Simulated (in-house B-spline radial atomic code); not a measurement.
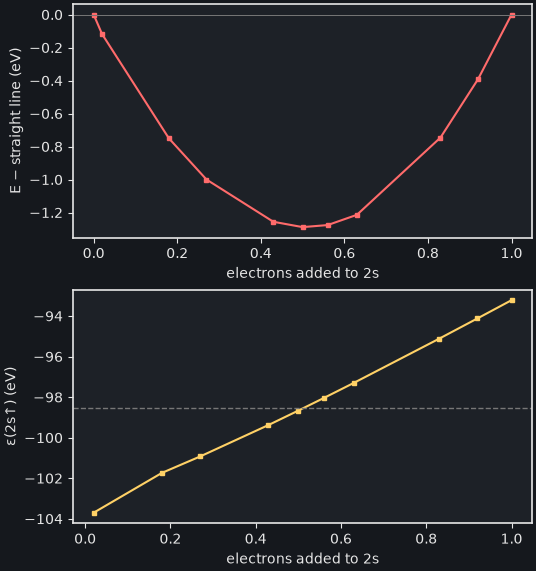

Level of theory: non-relativistic CAM-B3LYP, spin-polarised, spherical fractional occupations, point nucleus, basis-set limit. Computed with an in-house B-spline radial code. The occupation of the 2s shell is varied from N⁵⁺ (1s2) to N⁴⁺ ([He] 2s1 (high spin)), with spherical fractional occupations. The plot shows the total energy less the straight line between the end points, and the eigenvalue of 2s↑ (the dashed line is minus the energy to take the whole electron out).

**Is the energy convex or concave in the occupation, and by how much?**

The curve is convex (below the straight line), with the largest deviation among the points computed, −1.29 eV, at 0.5. The end points differ by 98.6 eV, the energy to take the electron out. The eigenvalue, which is the slope of the energy (Janak's theorem), moves from −103.7 eV at 0.02 to −93.2 eV at 1; for a straight line it would stay constant, and a parabola would sag by an eighth of this change, scaled to a whole electron, 1.34 eV. Convexity is the delocalisation error: fractional charges are too low in energy. Exact exchange at spherical fractional occupations leaves self-interaction in partly filled shells, which adds to the curvature.
